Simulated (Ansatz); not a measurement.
## Electronic structure of ClFH2HfOS···HCl in real space

```yaml
atoms:
  - { symbol: Hf, position_ang: [0.1423, -0.6915, -0.6375] }
  - { symbol: Cl, position_ang: [0.8374, 0.6044, 2.7779] }
  - { symbol: F, position_ang: [1.7411, 0.3435, -0.7563] }
  - { symbol: O, position_ang: [-1.4291, 0.2258, -0.0692] }
  - { symbol: H, position_ang: [-2.0503, 0.8744, 0.2670] }
  - { symbol: Cl, position_ang: [-0.3045, -1.5459, -2.7934] }
  - { symbol: S, position_ang: [0.5636, -2.6517, 0.9123] }
  - { symbol: H, position_ang: [-0.7570, -2.8236, 1.1694] }
  - { symbol: H, position_ang: [0.8963, -0.7232, 2.6183] }
```

Core potentials replace the inner electrons of Hf; not at a stationary point (largest force 1.0 eV/Å).

Computed with RKS B3LYP-D4/def2-SVP (Ansatz 0.2.0).

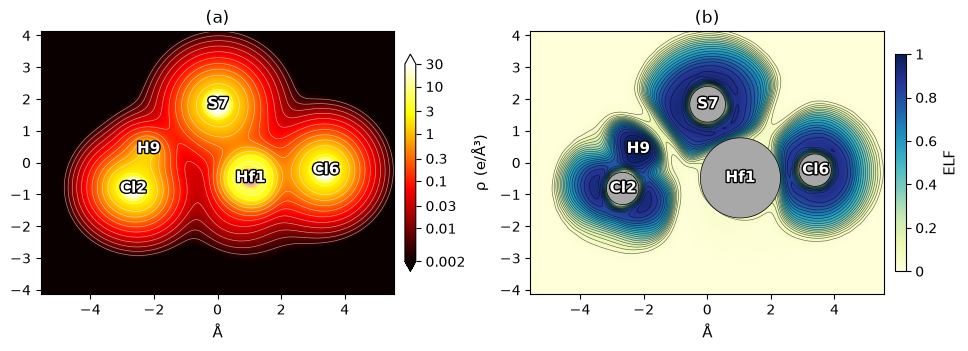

Figure 1. (a) electron density; (b) ELF on the plane of atoms Cl6, Hf1 and S7. Grey discs cover the atomic cores in the ELF map.

**Describe what can be read from this map.**

The section cuts through Hf, Cl, S and H sites. Hf1···Cl2 (3.72 Å): the density falls to about 0.03 e/Å³ on the way; the ELF dips to about 0 between them. Hf–Cl (2.36 Å): ρ at the midpoint is about 0.56 e/Å³; the ELF peaks at about 0.85 in the valence shell of Cl, 0.8 Å from its nucleus, and is about 0.35 at the midpoint. Hf–S (2.53 Å): ρ is about 0.48 e/Å³ halfway; the ELF peaks at about 0.90 in the valence shell of S, 0.9 Å from its nucleus, and is about 0.50 at the midpoint. Cl–H (1.34 Å): ρ is about 1.8 e/Å³ halfway; the ELF climbs to about 1 towards the hydrogen, as it does in any bond to H. The ELF also peaks beside Cl2, away from the bonds: lone-pair regions.

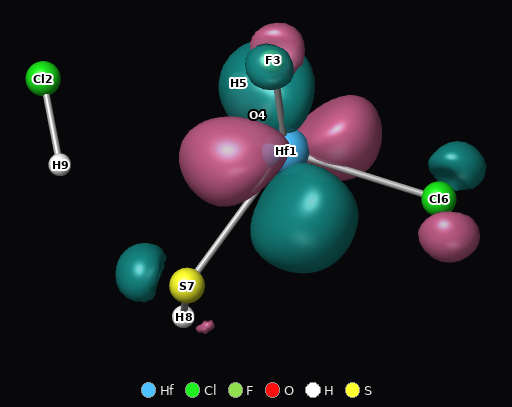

Figure 2. The LUMO at ±0.15 Å⁻³ᐟ² (teal and pink are the two phases), seen at a tilt.

**What is the character of this orbital?**

By Hirshfeld shares it lies mainly on Hf1 (about 70 %), S7 (about 10 %) and Cl6 (about 10 %). Its energy is −1.51 eV.
